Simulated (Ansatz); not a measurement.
Three curves of one kind of scan: energy against volume (even scaling of the relaxed cell, symmetry kept). Computed with r2SCAN (plane waves to 500 eV, PAW, scalar-relativistic; Ansatz, a program for electronic structure). Each is measured from its own zero (the relaxed starting cell). 

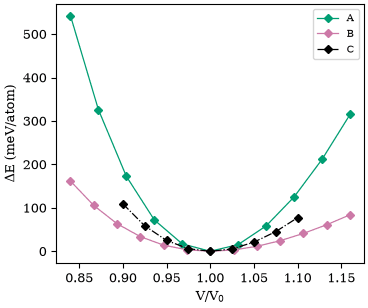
Curves A, B and C.

```tsv
V/V₀	ΔE (meV/atom)
0.840	543
0.904	173
0.968	17
1.032	15
1.096	125
1.160	315
```

Which curve does this table belong to?

Curve A, which is W (bcc, W type). The others: B is HgTe (zinc blende); C is HfO2 (fluorite).

All were relaxed with their symmetry unable to fall. At this level the bands of HgTe touch or barely overlap. HfO2 is run without spin polarisation. Spin-orbit coupling is left out. This is a high-temperature form of HfO2. W is run without spin polarisation.

(A scan under strain: stresses follow from slopes of the energy per volume, elastic moduli from its curvatures.)
